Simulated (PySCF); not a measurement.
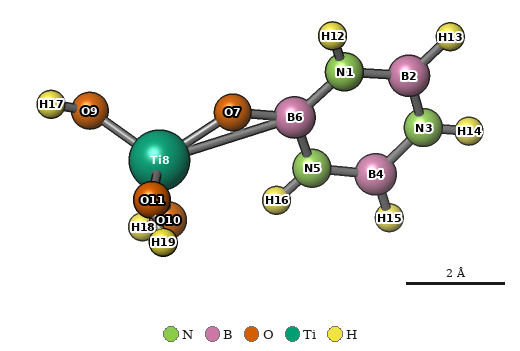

The structure (ball-and-stick view, seen at a tilt; atoms are numbered from 1 in the order of the input). Sticks mark near contacts. Bond lengths as drawn: B–H 1.21 Å, B–N 1.42 to 1.44 Å, B–O 1.38 Å, B–Ti 2.97 Å, H–N 1.01 to 1.02 Å, H–O 0.96 Å and O–Ti 1.78 to 1.80 Å.

# Run report: TiB3N3H8O4, excited-state calculation

- system: TiB3N3H8O4
- method: TDDFT CAM-B3LYP/def2-SVPD, vertical, gas phase, core orbitals frozen in the response (PySCF 2.14.0)

The geometry comes from this level: PBE0-D3(BJ)/def2-SVP.

The input:
```
{"job": {"kind": "uv", "xc": "CAM-B3LYP", "basis": "def2-SVPD", "nstates": 6, "ntriplets": 2, "ip": true}, "charge": 0, "multiplicity": 1}
N     -0.082088     1.503538    -1.466466
B      1.103349     2.183336    -1.860677
N      2.337793     1.747401    -1.288669
B      2.412993     0.669084    -0.352920
N      1.199942     0.022861     0.006677
B     -0.071242     0.417154    -0.530953
O     -1.238625    -0.211974    -0.164916
Ti    -1.782752    -1.403349     1.067759
O     -2.869726    -2.608467     0.340084
O     -0.288074    -2.189380     1.675257
O     -2.604683    -0.576330     2.407290
H     -0.974050     1.787204    -1.850405
H      1.068692     3.098887    -2.652357
H      3.190262     2.220194    -1.555824
H      3.474631     0.321806     0.115560
H      1.207560    -0.749543     0.665341
H     -3.762419    -2.874023     0.580112
H     -0.012059    -3.109571     1.624364
H     -2.330356    -0.251323     3.268912
```

The first line tells a small driver script what to run in PySCF; the rest is the geometry in Å.

Machine: 1 CPU thread, shared host.

Command:
```bash
OMP_NUM_THREADS=1 python <driver script> task.json out
```

The program's output:
```
coarse grid: 78848 points
cycle   1  E = -1393.3067090341  dE =  1.527e+00  |g| = 1.679e+00  |ddm| = 1.021e+01
cycle   2  E = -1389.3283679316  dE =  3.978e+00  |g| = 5.438e+00  |ddm| = 1.043e+01
cycle   3  E = -1393.7721909762  dE = -4.444e+00  |g| = 7.472e-01  |ddm| = 8.770e+00
cycle   4  E = -1393.8724681074  dE = -1.003e-01  |g| = 2.288e-01  |ddm| = 2.381e+00
cycle   5  E = -1393.8842228271  dE = -1.175e-02  |g| = 2.193e-02  |ddm| = 7.475e-01
cycle   6  E = -1393.8842850648  dE = -6.224e-05  |g| = 1.617e-02  |ddm| = 9.205e-02
cycle   7  E = -1393.8843351996  dE = -5.013e-05  |g| = 3.944e-03  |ddm| = 2.158e-02
cycle   8  E = -1393.8843383049  dE = -3.105e-06  |g| = 1.622e-03  |ddm| = 8.285e-03
final grid: 167664 points
cycle   9  E = -1393.8844535796  dE =  2.546e-07  |g| = 2.154e-03  |ddm| = 1.412e-02
cycle  10  E = -1393.8844524912  dE =  1.088e-06  |g| = 3.236e-03  |ddm| = 6.961e-03
cycle  11  E = -1393.8844544891  dE = -1.998e-06  |g| = 2.871e-04  |ddm| = 4.237e-03
cycle  12  E = -1393.8844545057  dE = -1.656e-08  |g| = 5.447e-05  |ddm| = 6.901e-04
cycle  13  E = -1393.8844545065  dE = -8.522e-10  |g| = 4.322e-05  |ddm| = 2.000e-04
cycle  14  E = -1393.8844545071  dE = -5.739e-10  |g| = 1.215e-05  |ddm| = 1.219e-04
```

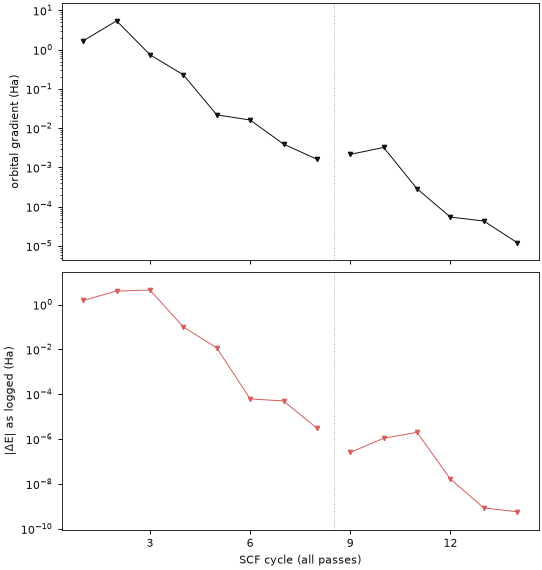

Convergence of the self-consistent field: orbital gradient and size of the energy change against the SCF cycle. The dotted line marks the change from a coarse to the final integration grid. The first 8 cycles use a coarse grid, the final grid takes over at cycle 9, and the field converges after 14 cycles in all.

```
converged SCF energy = -1393.8844545071

Static polarisability (au): isotropic 111.828, principal 86.307 108.088 141.089

Singlet excitations
state   eV       nm        f      main configurations
  1   5.6390    219.9   0.00106   H->L 0.55, H-3->L 0.31
  2   5.7770    214.6   0.03719   H->L+1 0.48, H-3->L+1 0.20, H-2->L 0.14
  3   5.9001    210.1   0.00446   H-2->L+1 0.54, H-4->L+1 0.31
  4   6.0050    206.5   0.06655   H-2->L 0.39, H-4->L 0.26, H->L+1 0.13
  5   6.3807    194.3   0.00403   H-5->L 0.58, H-3->L 0.08
  6   6.4456    192.4   0.00441   H-5->L+1 0.58, H-5->L 0.13, H-7->L 0.10

Triplet excitations (Tamm-Dancoff, eV): 5.5106 5.5530
Vertical ionisation energy (delta-SCF) = 9.5432 eV
Vertical electron affinity (delta-SCF) = -0.0705 eV
```

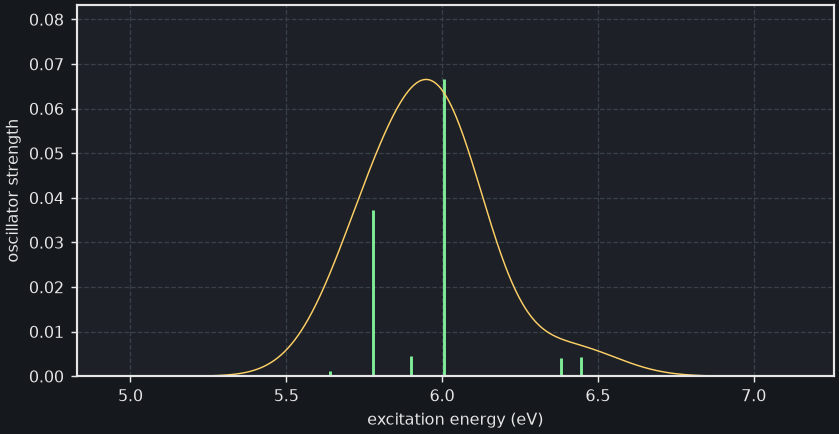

Computed excitations as sticks (degenerate states added up, dark ones marked on the axis), with a Gaussian envelope of 0.35 eV full width at half maximum, scaled to the tallest. Of the 6 states the lowest lies at 5.64 eV (f = 0.001); the strongest line is at 6.00 eV, or 206 nm (f = 0.067).

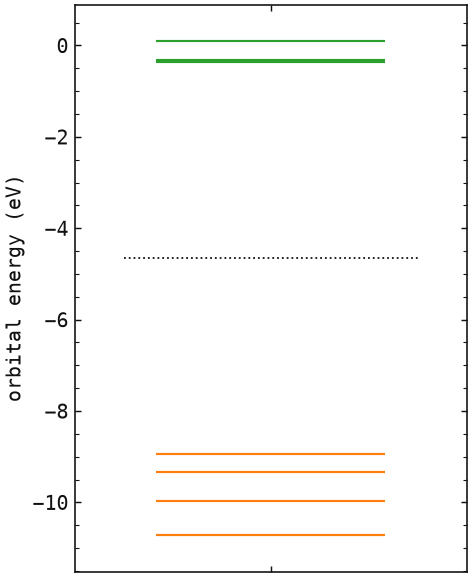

Orbital energies near the frontier; the dotted line parts filled from empty levels, and levels within 0.02 eV of each other stand side by side. Highest filled −8.93 eV, lowest empty −0.36 eV, 8.57 eV apart.

Key numbers:

| quantity | value |
| --- | --- |
| outcome | converged |
| total energy | −1393.884455 hartree |
| HOMO | −8.93 eV |
| LUMO | −0.36 eV |
| dipole moment | 2.74 D |
| mean polarisability | 111.83 a.u. |
| vertical ionisation energy | 9.54 eV |
| vertical electron affinity | −0.07 eV |
| lowest singlet excitation | 5.64 eV |
| wall time | 26 min |
| peak memory | 2.1 GiB |
